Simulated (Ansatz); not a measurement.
Mo₃Se₄ (space group R-3)

```cif
data_Mo6Se8
_chemical_formula_sum 'Mo6 Se8'
_space_group_name_H-M_alt 'P 1'
_space_group_IT_number 1
_cell_length_a 6.61507
_cell_length_b 6.61507
_cell_length_c 6.61507
_cell_angle_alpha 91.368
_cell_angle_beta 91.368
_cell_angle_gamma 91.368
loop_
_space_group_symop_operation_xyz
  'x, y, z'
loop_
_atom_site_label
_atom_site_type_symbol
_atom_site_fract_x
_atom_site_fract_y
_atom_site_fract_z
_atom_site_occupancy
Mo1 Mo 0.58616 0.77737 0.45306 1
Mo2 Mo 0.41384 0.22263 0.54694 1
Mo3 Mo 0.45306 0.58616 0.77737 1
Mo4 Mo 0.54694 0.41384 0.22263 1
Mo5 Mo 0.77737 0.45306 0.58616 1
Mo6 Mo 0.22263 0.54694 0.41384 1
Se1 Se 0.78498 0.78498 0.78498 1
Se2 Se 0.21502 0.21502 0.21502 1
Se3 Se 0.87298 0.61926 0.25238 1
Se4 Se 0.12702 0.38074 0.74762 1
Se5 Se 0.25238 0.87298 0.61926 1
Se6 Se 0.74762 0.12702 0.38074 1
Se7 Se 0.61926 0.25238 0.87298 1
Se8 Se 0.38074 0.74762 0.12702 1
```

This relaxed cell (volume V₀) is scaled evenly in all directions, its shape held. The atoms relax within the cell's symmetry.

These are PBEsol (plane waves to 420 eV, PAW, scalar-relativistic; Ansatz, a program for electronic structure) values and carry that method's errors. k mesh 6×6×6 (Γ-centred), Fermi-Dirac smearing 0.05 eV. E stands for the smeared free energy. With the shape held, the modulus is that of even scaling; a crystal free to change shape is softer. At this level the bands of Mo3Se4 touch or barely overlap. Mo3Se4 is run without spin polarisation. Mo3Se4 was relaxed with its symmetry unable to fall. ΔE is measured from the relaxed starting cell.

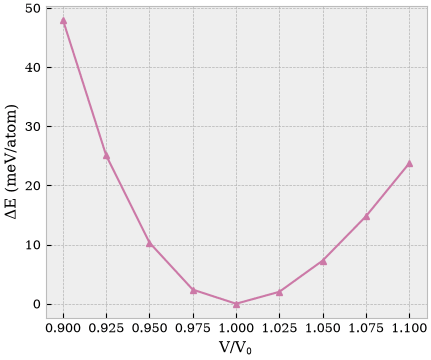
Figure: ΔE (meV/atom) against V/V₀; one marker a computed point.

### Question
What is ΔE at V/V₀ = 0.900?

### Answer
About 48 meV/atom.

### Question
What bulk modulus at fixed cell shape B₀ follows from a third-order Birch-Murnaghan fit?

### Answer
About 52 GPa.

### Question
What is ΔE at V/V₀ = 1.100?

### Answer
About 24 meV/atom.

(Under strain, the slope of the energy per volume gives the stress and its curvature an elastic modulus.)
